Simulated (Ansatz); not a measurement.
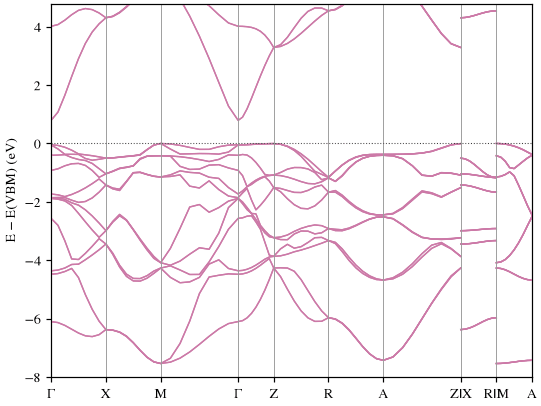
*Band structure from PBE with spin–orbit coupling (plane waves, PAW; program Ansatz)*

Problem. Read off the gap and where the band edges lie.

Solution. About 0.8 eV (0.79 eV by a search for the band edges); maximum at M, minimum at Γ.

The material is SnO₂ in space group P4_2/nmc (No. 137; Sn on 2a, O on 4d).

A made-up cell: these elements were put on the sites of a structure type; neither database checked (COD, Materials Project) lists it. It is not the phase usual at ambient conditions (space group No. 136). The PBE relaxation kept the symmetry of its start; its stability against distortions is not shown here.

Potentials: the later of the program's two PAW sets.
